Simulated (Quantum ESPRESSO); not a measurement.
## Converging the k-point mesh at a smearing width of 0.05 eV: V (Im-3m, 1 atom in the cell)

```
V
1.0
    1.50743     1.50743     1.50743
   -1.50743     1.50743     1.50743
   -1.50743    -1.50743     1.50743
V
1
Direct
  0.00000   0.00000   0.00000
```

Computed with PBE, PseudoDojo standard norm-conserving (PBE) pseudopotentials (plane waves; Quantum ESPRESSO).

Base settings: ecutwfc = 85 Ry; occupations = smearing; smearing = gaussian; degauss = 0.0073499 Ry; potentials = {V: V.upf}; K_POINTS = automatic 15 15 15 0 0 0; conv_thr = 1e-11 Ry.

In this ladder: degauss = 0.0036749 Ry.

The second cell is the first with its lattice scaled by 0.98.

Only quantities that move along the ladder and can be compared are tabulated.

The count of work is k-points × plane waves × bands × iterations; it is no time. 

The starting cell has typed, rounded lattice constants, without a prior relaxation at this level. Its lattice was rescaled by up to half a per cent. Spin polarisation is off. In the base run, with a pressure of about -3 GPa the cell is away from its equilibrium volume at this level.

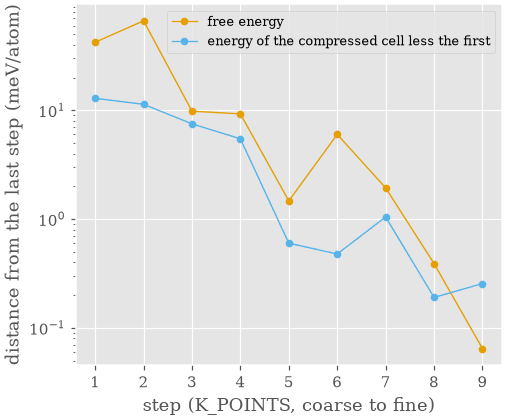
Figure. Distance from the last step along the ladder; very small values are drawn at a floor.

| K_POINTS | free energy less the last step's (meV/atom) | energy of the compressed cell less the first (meV/atom) | pressure (GPa) | count of work / last |
|---|---|---|---|---|
| automatic 5 5 5 0 0 0 | 42.29 | 24.89 | -1.10 | 0.012 |
| automatic 6 6 6 0 0 0 | 66.53 | 23.34 | -0.56 | 0.017 |
| automatic 8 8 8 0 0 0 | -9.82 | 4.47 | -4.47 | 0.039 |
| automatic 9 9 9 0 0 0 | 9.28 | 6.52 | -3.62 | 0.042 |
| automatic 11 11 11 0 0 0 | 1.47 | 12.59 | -3.09 | 0.067 |
| automatic 14 14 14 0 0 0 | -6.01 | 11.51 | -3.43 | 0.10 |
| automatic 17 17 17 0 0 0 | 1.94 | 13.03 | -2.91 | 0.20 |
| automatic 20 20 20 0 0 0 | -0.39 | 12.18 | -3.14 | 0.34 |
| automatic 25 25 25 0 0 0 | 0.06 | 11.73 | -3.21 | 0.61 |
| automatic 30 30 30 0 0 0 | 0.00 | 11.99 | -3.19 | 1.0 |

Coarsest K_POINTS that holds the energy of the compressed cell less the first within 2 meV/atom of the last step, with all finer ones: automatic 11 11 11 0 0 0, at 0.067 of the last step's count of work; the step before is off by 5.5 meV/atom.

Coarsest K_POINTS that holds the pressure within 0.2 GPa of the last step, with all finer ones: automatic 20 20 20 0 0 0, at 0.34 of the last step's count of work; the step before is off by 0.29 GPa.

Coarsest K_POINTS that holds the free energy within 1 meV/atom of the last step, with all finer ones: automatic 20 20 20 0 0 0, at 0.34 of the last step's count of work; the step before is off by 1.9 meV/atom.
